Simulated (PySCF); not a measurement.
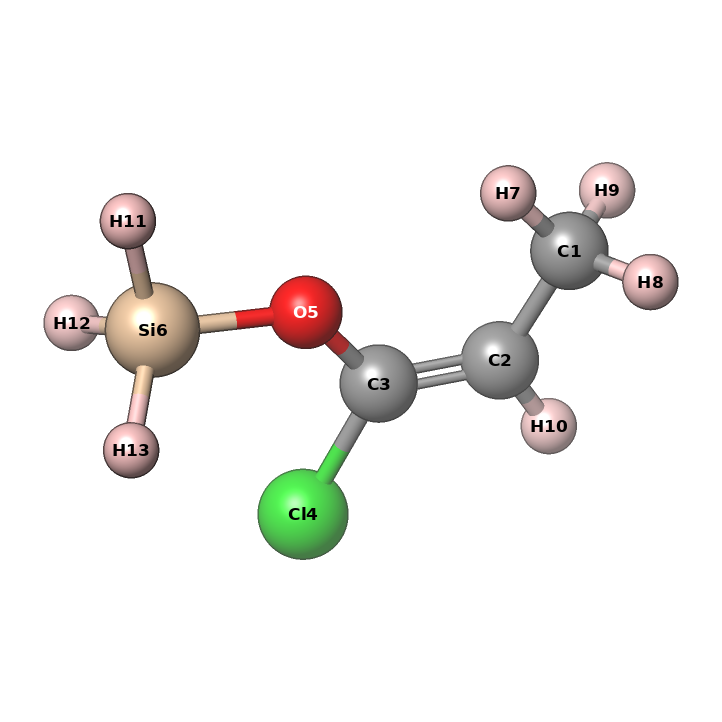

Atoms fade into the background with distance from the viewer. Computed geometry: PBE0-D3(BJ)/def2-SVP optimisation. No frequency run is at hand to confirm it as a minimum.

Find the stereocentres and stereogenic double bonds.

Answer. Double bonds: C2=C3.

What are the Cahn–Ingold–Prelog descriptors?

Answer. C2=C3: E.
